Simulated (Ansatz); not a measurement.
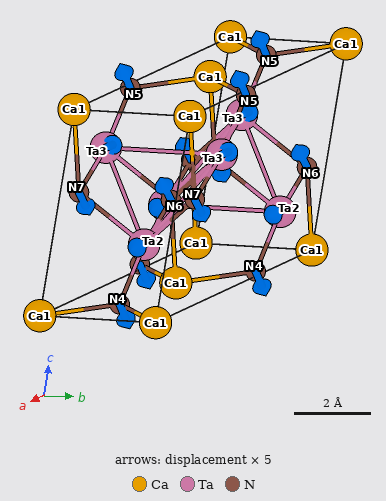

This is a relaxation of solid CaTa$_{2}$N$_{4}$ (built on the TiCr2S4-12 type type). The starting structure is drawn; blue arrows show the displacements (the part carried along by the change of the cell is left out), magnified 5 times.

A ball-and-stick model of the conventional cell (2 times the calculation's cell), seen slightly off an axis. Lengths and directions refer to the drawn axes.

Computed with Ansatz 0.2.0, DFT, PBEsol, plane waves, PAW.

The input:
```yaml
crystal:
  lattice:
    - [6.12859365, -1.63298693, 0.0]
    - [6.12859365, 1.63298693, 0.0]
    - [-2.69166667, 0.0, 5.12364459]
  atoms:
    - { symbol: Ca, position: [0.0, 0.0, 0.0] }
    - { symbol: Ta, position: [0.26392389, 0.26392389, 0.27820199] }
    - { symbol: Ta, position: [0.73607611, 0.73607611, 0.72179801] }
    - { symbol: "N", position: [0.36491322, 0.36491322, 0.02494728] }
    - { symbol: "N", position: [0.63508678, 0.63508678, 0.97505272] }
    - { symbol: "N", position: [0.12924403, 0.12924403, 0.44740327] }
    - { symbol: "N", position: [0.87075597, 0.87075597, 0.55259673] }
kpoints:
  mp_grid: { grid: [6, 6, 4] }
hamiltonian:
  xc: pbesol
scf:
  occupations: { method: fermi_dirac, width: 0.03 }
relax:
  f_tol: 0.01
  cell: {}
  max_steps: 120
output:
  write_density: true
  write_potential: true
  elf: true
  volumetric_format: npy
```

Launched with:
```bash
ansatz run input.yaml --threads 4 --pin off --max-ram 4608MiB --backend cpu --events-out ev --progress --plain --runs-dir out
```

**What did the optimiser do to the structure, and how much energy did it gain?**

After 8 accepted moves (10 points after the start) the energy has fallen by 638 meV per atom. The largest force component goes from 4 to 0.0029 eV/Å. Pressure: −26.39 GPa at the start and 0.00 GPa at the end. At 2 points the geometry stayed and the basis and grid were re-selected for the new cell (energy shift of 1.3 meV per atom at most each time). The largest moves relative to the cell, 0.23 Å, are those of N4, N5, N6 and N7. N6 goes along [2 0 3]. By element the largest moves are N 0.23 Å, Ta 0.20 Å. Ca stays in place. The drawn cell changes as follows: a 12.257 → 12.259 Å (0.0 %), b 3.266 → 3.133 Å (−4.1 %), c 5.788 → 5.297 Å (−8.5 %), β 117.7° → 114.1°; the volume changes by −9.5 %. Near-neighbour distances that change, for instance: Ta2–N4 2.317 → 1.968 Å, Ta2–Ta3 3.483 → 3.135 Å, Ca1–Ta2 2.866 → 3.135 Å, Ta2–N7 2.229 → 1.995 Å. Among the angles between lasting bonds that change: N4–Ca1–N6 93.8° → 105.3°, N4–Ca1–N7 86.2° → 74.7°, Ca1–N4–Ta3 74.1° → 83.6°. The space group stays C2/m (No. 12).
